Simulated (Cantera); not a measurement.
Feed: 1 mol HMDSO, a varied amount of N₂O, 0.87 mol H₂, held at 698 K and 0.000110 bar.

Method: chemical equilibrium by Gibbs-energy minimisation in Cantera with the NASA 1993 tables (ideal gas, pure condensed phases). Candidate condensed phases: C, C₆H₆, C₇H₈, C₈H₁₈, H₂O, Si, SiC, SiO₂, Si₂N₂O, Si₃N₄; 151 gas species. The feed counts by its element totals alone. Equilibrium is a limit: real reactors are often held back by kinetics, nucleation or transport.

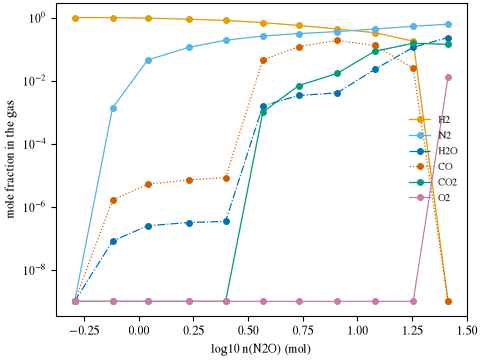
*Equilibrium gas composition (values under 1e-9 drawn at 1e-9)*

Problem. Read off the mole fractions at 18 mol N₂O.

Solution. N₂ about 0.53, H₂ about 0.18, CO₂ about 0.15, H₂O about 0.11, CO about 0.025.
